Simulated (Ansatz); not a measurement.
## C(100)/TiO2(101) interface (120 atoms): geometry optimisation

How does C(100)/TiO2(101) interface (120 atoms) relax, and what do bonds, charges and levels look like afterwards?

Calculated with Ansatz 0.2.0; Kohn-Sham DFT, LDA, PAW (set soft_2), plane waves.

## 1. The starting structure

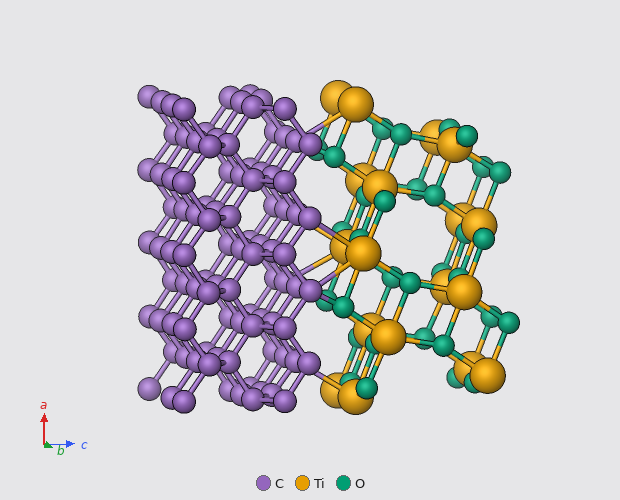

The cell as given, from the side, with the c axis across the page (carbon purple, titanium orange, oxygen teal). Some periodic images of atoms are drawn too.

The cell holds 120 atoms: 72 C, 16 Ti and 32 O. Cell: a = 10.239 Å, b = 7.570 Å, c = 23.581 Å, α = 90.0°, β = 90.0°, γ = 90.0°. It derives from C and TiO2. Diamond-structure C(100), 3 repeat layers, 12 surface cells, strained +1.49 and +0.04 %; anatase TiO2(101), 2 layers, 2 cells, +0.00 and +0.00 %; outer planes 1.29 Å apart, 12 Å of vacuum above; not relaxed, displaced by a Gaussian of 0.02 Å. Regions: C, 72 atoms (72 C); TiO2, 48 atoms (16 Ti and 32 O). Vacuum lies along c.

What the set-up can't give: The host structure and its lattice constant were typed by rule, without a check against the phase diagram. The main run has no spin polarisation, so moments on Ti can't form in it, and no Hubbard term.

## 2. Single point at the start

A single point comes first, to see the forces before anything moves.

The input, input.yaml:

```yaml
crystal:
  lattice:
    - [10.2393, 0.0, 0.0]
    - [0.0, 7.57, 0.0]
    - [0.0, 0.0, 23.58071]
  atoms:
    - { symbol: C, position: [0.74716, 0.669, 0.25503] }
    - { symbol: C, position: [0.62618, 0.33047, 0.29072] }
    - { symbol: C, position: [0.6247, 0.50235, 0.32765] }
    - { symbol: C, position: [0.74999, 0.50158, 0.36699] }
    [... 110 atom lines left out ...]
    - { symbol: O, position: [0.75628, 0.18454, 0.74588] }
    - { symbol: O, position: [0.25543, 0.44073, 0.7454] }
    - { symbol: O, position: [0.8965, 0.44094, 0.68232] }
    - { symbol: O, position: [0.39236, 0.18944, 0.68443] }
    - { symbol: O, position: [0.6822, 0.19001, 0.64608] }
    - { symbol: O, position: [0.18262, 0.4395, 0.64465] }
kpoints:
  mp_grid: { grid: [1, 2, 1] }
hamiltonian:
  xc: lda
scf:
  occupations: { method: fermi_dirac, width: 0.025 }
output:
  forces: true
```

Run with:

```sh
> ansatz run input.yaml --threads 4 --pin off --max-ram 8192MiB --backend cpu --events-out ev --progress --plain --runs-dir out
```

It took 82 s on 4 threads of Arm Neoverse V2, shared host; peak memory 4.5 GiB.

The program notes that it cut back its work space to fit the memory limit.

The run gave:

| Property | Result |
| --- | --- |
| free energy | -74436.7198 eV |
| free energy per atom | -620.3060 eV/atom |
| SCF cycles | 24 |
| r.m.s. force component | 1.361 eV/Å |
| longest force | 5.086 eV/Å |
| Fermi energy | 2.527 eV |

The r.m.s. force component of 1.4 eV/Å sets the starting point.

Neighbours are counted within 1.85 Å (C-C), 1.73 Å (C-O), 2.64 Å (C-Ti), 2.64 Å (O-Ti).

Length of the force by element and coordination:

```csv
element,coordination,atoms,mean length of the force (eV/Å),spread,least,most
C,all,72,2.32,0.863,0.680,5.09
C,2,17,2.91,0.470,2.24,3.89
C,3,4,1.87,0.349,1.27,2.09
C,4,51,2.15,0.898,0.680,5.09
O,all,32,1.58,1.04,0.700,4.53
O,2,5,2.82,0.593,2.31,3.95
O,3,27,1.35,0.942,0.700,4.53
Ti,all,16,2.40,1.12,0.879,4.57
Ti,5,4,4.15,0.297,3.74,4.57
Ti,6,9,1.90,0.533,1.13,2.64
Ti,7,3,1.58,0.517,0.879,2.11
```

## 3. Relaxation

The atoms are relaxed in the fixed cell, aiming at the force tolerance of the input.

input.yaml: that of step 2 with these lines changed.

```diff
@@ -15 +15,4 @@
   forces: true
+relax:
+  f_tol: 0.03
+  max_steps: 70
```

Wall time 19 min (4 threads); peak memory 4.6 GiB.

Relaxation path:

```csv
step,energy less that of the first step (eV),largest force component (eV/Å)
1,0.0000,4.7732
2,-11.3458,3.2328
3,-16.9855,2.9486
4,-20.9186,1.0619
5,-24.4806,2.2793
6,-28.7187,3.4425
7,-34.2540,3.5012
8,-33.7290,11.5093
9,-35.4936,1.8108
10,-35.8747,1.0527
11,-36.1214,1.3858
12,-36.4466,0.5959
13,-36.2420,4.0413
14,-36.5461,0.3068
15,-36.6359,0.2659
16,-36.6560,0.1522
17,-36.6364,0.2336
18,-36.6701,0.0562
19,-36.6730,0.0454
20,-36.6741,0.0352
21,-36.6748,0.0379
22,-36.6753,0.0279
```

Relaxation steps 8, 13, 17 were tried and not accepted.

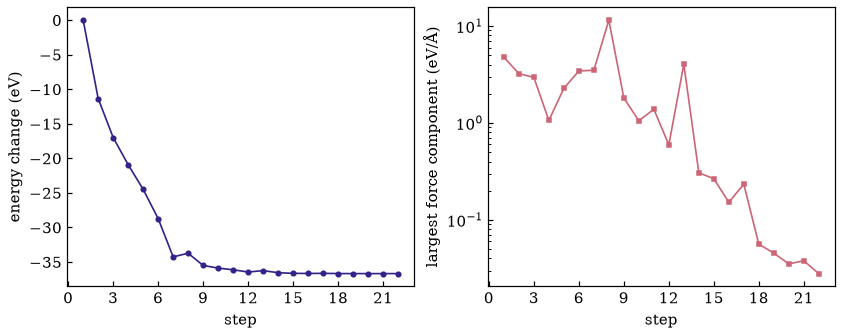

Energy and largest force along the relaxation.

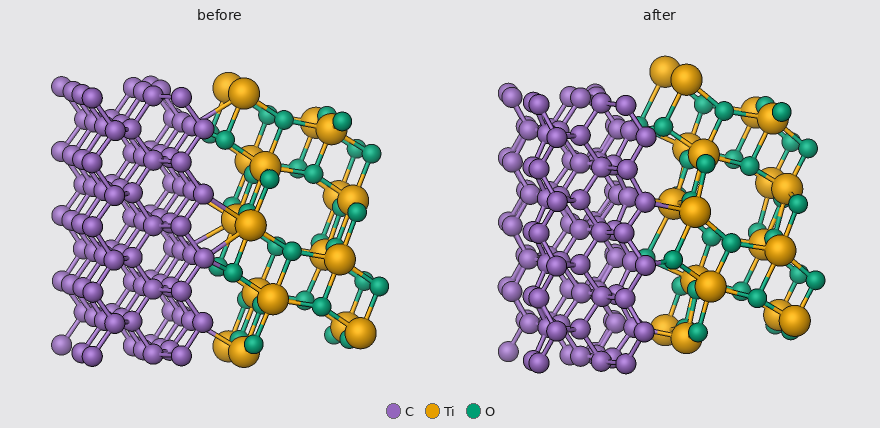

Before and after, at one scale.

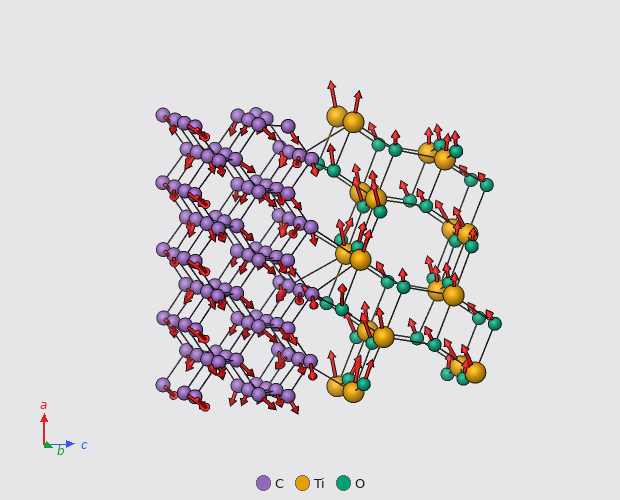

Displacements in the relaxation, exaggerated; the longest in the cell stands for 0.80 Å. Some periodic images of atoms are drawn too.

The atoms that moved most (Å):

```csv
atom,dx,dy,dz,length
C31,-0.303,-0.640,0.367,0.798
C13,-0.290,-0.633,0.382,0.794
C6,-0.308,-0.729,-0.059,0.794
C67,-0.302,-0.617,0.369,0.780
C49,-0.274,-0.631,0.337,0.766
C37,-0.310,0.556,0.323,0.714
C54,-0.338,0.620,-0.042,0.708
C55,-0.282,0.519,0.371,0.698
```

The relaxation changed the energy by -306 meV/atom, and atoms moved by 0.47 Å r.m.s., 0.80 Å at most.

## 4. Structure statistics after relaxation

Bonds before and after, by the cutoffs listed below:

```csv
pair,bonds before,bonds after,mean before (Å),mean after (Å),spread before (Å),spread after (Å)
C-C,120,128,1.551,1.540,0.030,0.070
C-O,3,6,1.514,1.448,0.111,0.060
C-Ti,7,6,2.475,2.172,0.088,0.044
O-Ti,88,88,1.951,1.953,0.036,0.113
```

Normalised to the volume that the atoms fill. g(r), total and by pair (bins of 0.2 Å):

```csv
r (Å),total,C-C,C-O,C-Ti,O-O,O-Ti,Ti-Ti
1.30,0.18,0.34,0.19,0.00,0.00,0.00,0.00
1.50,2.75,7.33,0.32,0.00,0.00,0.00,0.00
1.70,0.42,0.97,0.00,0.00,0.00,1.02,0.00
1.90,1.03,0.00,0.00,0.00,0.00,14.53,0.00
2.10,0.25,0.00,0.00,0.31,0.00,2.86,0.00
2.30,0.71,1.72,0.13,0.14,0.00,0.31,0.00
2.50,2.42,5.65,0.35,0.00,3.73,0.14,0.00
2.70,0.94,1.90,0.21,0.00,2.58,0.00,0.00
2.90,1.35,2.40,0.27,0.00,4.46,0.00,4.53
3.10,1.10,1.92,0.35,0.45,1.94,0.00,5.12
3.30,0.34,0.51,0.15,0.33,0.68,0.00,0.31
3.50,0.56,1.08,0.25,0.18,0.65,0.26,0.25
3.70,1.14,1.60,0.40,0.39,2.50,1.74,3.91
3.90,1.25,2.12,0.35,0.40,0.93,3.00,1.29
4.10,0.69,0.79,0.29,0.34,0.68,2.88,0.00
4.30,1.19,1.96,0.28,0.35,0.39,4.39,0.00
4.50,1.10,2.10,0.33,0.42,0.87,1.35,0.64
4.70,0.97,1.69,0.44,0.33,1.01,0.88,2.01
4.90,0.76,1.11,0.37,0.21,1.82,0.55,2.40
5.10,0.75,1.29,0.43,0.52,0.62,0.09,0.75
5.30,1.02,1.42,0.59,0.28,2.41,0.62,3.20
5.50,0.92,0.83,0.61,0.50,2.90,1.01,3.66
5.70,0.87,1.44,0.41,0.43,0.60,1.59,0.00
5.90,0.75,1.10,0.39,0.63,0.81,0.97,0.18
6.10,0.71,0.74,0.55,0.48,1.37,1.02,1.54
6.30,0.57,0.78,0.48,0.41,0.45,0.47,0.00
6.50,0.87,1.23,0.53,0.56,0.92,1.42,0.00
6.70,0.97,1.37,0.48,0.72,0.70,2.15,0.00
```

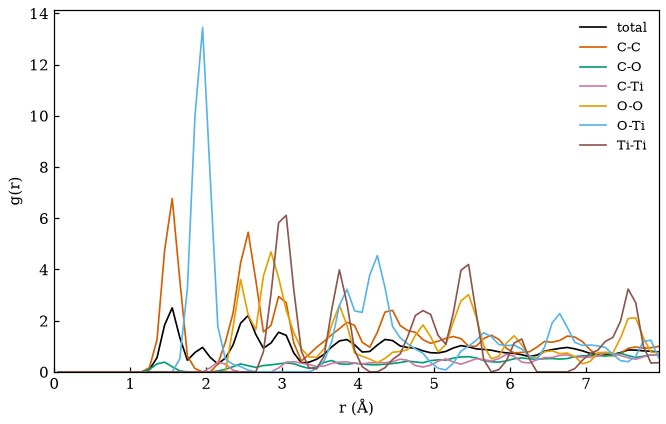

Pair distribution functions, lightly smoothed.

Bonds by pair of elements; cutoffs follow the first minimum of g(r), held within bounds set by covalent radii, and pairs that aren't listed don't count as bonded:

```csv
pair A-B,cutoff (Å),bonds,mean length (Å),spread (Å),shortest (Å),B about A,A about B
C-C,1.85,128,1.54,0.07,1.37,3.56,3.56
C-O,1.73,6,1.45,0.06,1.36,0.083,0.188
C-Ti,2.64,6,2.17,0.044,2.13,0.083,0.375
O-Ti,2.64,88,1.95,0.113,1.76,2.75,5.5
```

How many atoms have how many bonded neighbours:

```csv
element,mean,2,3,4,5,6,7
C,3.72,4,12,56,0,0,0
O,2.94,4,26,2,0,0,0
Ti,5.88,0,0,0,4,10,2
```

Bond angles, per cent of each kind in bins of 5°:

```csv
angle (°),C-C-C,O-Ti-O,Ti-O-Ti,C-Ti-O,C-C-Ti
65–70,0.0,0.0,0.0,0.0,12.5
70–75,0.0,2.0,0.0,10.0,12.5
75–80,0.0,17.5,0.0,16.7,0.0
80–85,0.0,9.0,0.0,3.3,0.0
85–90,0.0,8.0,2.5,10.0,0.0
90–95,4.9,7.0,0.0,6.7,0.0
95–100,6.1,11.5,18.8,13.3,0.0
100–105,10.5,17.0,43.8,6.7,0.0
105–110,27.9,6.0,2.5,0.0,0.0
110–115,29.7,1.0,2.5,0.0,25.0
115–120,16.6,1.0,0.0,6.7,12.5
120–125,3.5,0.0,0.0,0.0,0.0
125–130,0.9,0.0,0.0,6.7,12.5
130–135,0.0,0.0,0.0,0.0,25.0
135–140,0.0,0.0,0.0,0.0,0.0
140–145,0.0,0.0,0.0,13.3,0.0
145–150,0.0,3.0,10.0,0.0,0.0
150–155,0.0,2.0,2.5,6.7,0.0
155–160,0.0,6.0,12.5,0.0,0.0
160–165,0.0,0.0,5.0,0.0,0.0
165–170,0.0,5.0,0.0,0.0,0.0
170–175,0.0,2.5,0.0,0.0,0.0
175–180,0.0,1.5,0.0,0.0,0.0
```

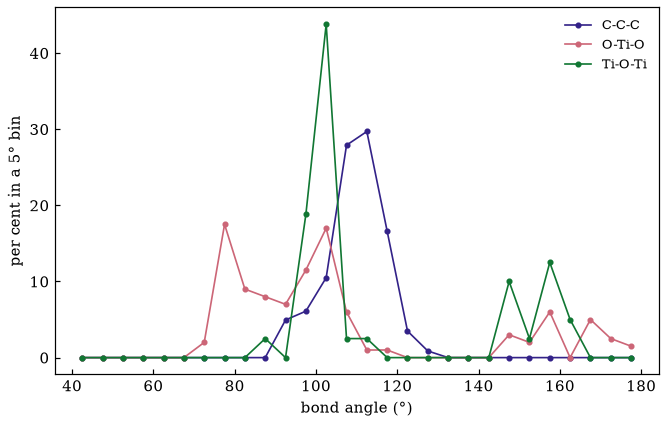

Distributions of the most common bond angles.

Bond angles (no mean is given where the spread exceeds 20°):

```csv
angle,count,mean (°),spread (°)
C-C-C,344,109,7.1
O-Ti-O,200,-,-
Ti-O-Ti,80,-,-
C-Ti-O,30,-,-
C-C-Ti,16,-,-
```

Bond length by coordination (bonds to H left out):

```csv
element,coordination,atoms,mean bond length (Å)
C,2,4,1.45
C,3,12,1.50
C,4,56,1.56
O,2,4,1.82
O,3,26,1.93
O,4,2,1.9
Ti,5,4,1.91
Ti,6,10,1.96
Ti,7,2,2.09
```

With the cutoffs above, 78 % of C atoms have 4, 81 % of O atoms have 3 and 62 % of Ti atoms have 6 bonded neighbours. The C-C-C angle averages 109° with a spread of 7°.

## 5. Single point at the relaxed geometry

One more single point at the end of the walk gives the fuller output and checks the residual forces.

The input, input.yaml:

```yaml
crystal:
  lattice:
    - [10.2393, 0.0, 0.0]
    - [0.0, 7.57, 0.0]
    - [0.0, 0.0, 23.58071]
  atoms:
    - { symbol: C, position: [0.72068, 0.73535, 0.26916] }
    - { symbol: C, position: [0.59651, 0.33098, 0.2857] }
    - { symbol: C, position: [0.59442, 0.49917, 0.32657] }
    - { symbol: C, position: [0.72241, 0.49319, 0.36203] }
    [... 110 atom lines left out ...]
    - { symbol: O, position: [0.78283, 0.1992, 0.73622] }
    - { symbol: O, position: [0.28294, 0.44861, 0.73658] }
    - { symbol: O, position: [0.93486, 0.44846, 0.67929] }
    - { symbol: O, position: [0.43464, 0.20067, 0.67899] }
    - { symbol: O, position: [0.71934, 0.20491, 0.63803] }
    - { symbol: O, position: [0.21879, 0.44769, 0.63853] }
kpoints:
  mp_grid: { grid: [1, 2, 1] }
hamiltonian:
  xc: lda
scf:
  occupations: { method: fermi_dirac, width: 0.025 }
output:
  forces: true
  populations: true
  dos:
    method: { smearing: { sigma: 0.15 } }
    de: 0.1
    projected:
      site_lists:
        C: [0, 1, 2, 3, 4, 5, 6, 7, 8, 9, 10, 11, 12, 13, 14, 15, 16, 17, 18, 19, 20, 21, 22, 23, 24, 25, 26, 27, 28, 29, 30, 31, 32, 33, 34, 35, 36, 37, 38, 39, 40, 41, 42, 43, 44, 45, 46, 47, 48, 49, 50, 51, 52, 53, 54, 55, 56, 57, 58, 59, 60, 61, 62, 63, 64, 65, 66, 67, 68, 69, 70, 71]
        O: [O]
        Ti: [Ti]
        TiO2: [72, 73, 74, 75, 76, 77, 78, 79, 80, 81, 82, 83, 84, 85, 86, 87, 88, 89, 90, 91, 92, 93, 94, 95, 96, 97, 98, 99, 100, 101, 102, 103, 104, 105, 106, 107, 108, 109, 110, 111, 112, 113, 114, 115, 116, 117, 118, 119]
  eigenvalues: true
  write_density: true
  write_potential: true
  volumetric_format: npy
```

Elapsed: 2.2 min, on 4 threads; peak memory 4.8 GiB; 8.6 min of CPU time.

The program notes that the exchange-correlation potential is rough where the density is thin.

The run gave:

- free energy: -74473.3951 eV
- free energy per atom: -620.6116 eV/atom
- SCF cycles: 23
- r.m.s. force component: 0.00594 eV/Å
- longest force: 0.03643 eV/Å
- Fermi energy: 3.18 eV
- levels partly filled by over 2 per cent: 3
- spilling of the projection: 0.004671

(Part 1 of 2 ends here.)

[Logs are printed without paths, hosts, clocks, repeated set-up lines and the standing remarks that a program may print on its own settings, such as how far it seeks lower states.]

[Hosts, paths, dates, database ids (printed as entryN), source tags and the programs' standing remarks are cut or masked in the printed files.]
